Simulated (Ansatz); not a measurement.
```xyz
10

W    -0.0973   -0.0833   -0.2431
F    -0.0657   -0.0577    1.6246
Cl    2.1854   -0.1992   -0.6112
Cl   -0.1513    2.1972   -0.5306
Cl   -2.4228   -0.0707    0.0208
Cl   -0.0994   -2.4117    0.0104
Cl   -0.4667   -0.3994   -2.5117
O     1.7404    1.6962    1.6147
H     2.6694    1.4624    1.8138
H     1.2598    1.3937    2.4249
```

Core potentials replace the inner electrons of W; not at a stationary point (largest force 1.1 eV/Å).

These are results of RKS PBE/def2-SVP (Ansatz 0.2.0), not measurements.

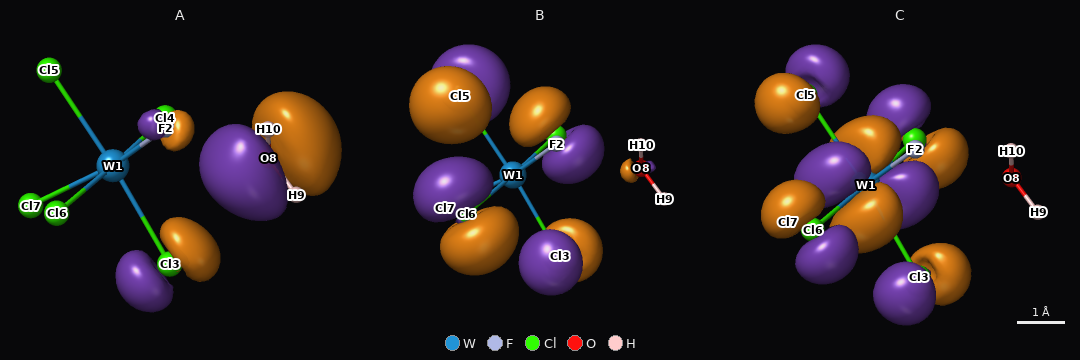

Cl$_{5}$FW···H$_{2}$O. Three frontier orbitals at ±0.1 Å⁻³ᐟ² (orange and purple are the two phases), in no order.

Question: Which picture is the HOMO−1, the HOMO and the LUMO?

Answer: B is the HOMO−1 (−7.57 eV). Its weight (Hirshfeld) is mainly on Cl5 (about 35 %), Cl6 (about 35 %), Cl4 (about 15 %) and Cl3 (about 15 %); largely a combination of lone pairs on Cl5, Cl6, Cl4 and Cl3. A is the HOMO (−6.86 eV). By Hirshfeld shares it lies mainly on O8 (about 80 %) and Cl3 (about 10 %); largely a lone pair of O8. C is the LUMO (−5.60 eV). Its weight (Hirshfeld) is mainly on W1 (about 55 %), Cl4 (about 10 %), Cl3 (about 10 %), Cl5 (about 10 %) and Cl6 (about 10 %).

Question: What is the HOMO–LUMO gap?

Answer: 1.26 eV between the orbital energies.
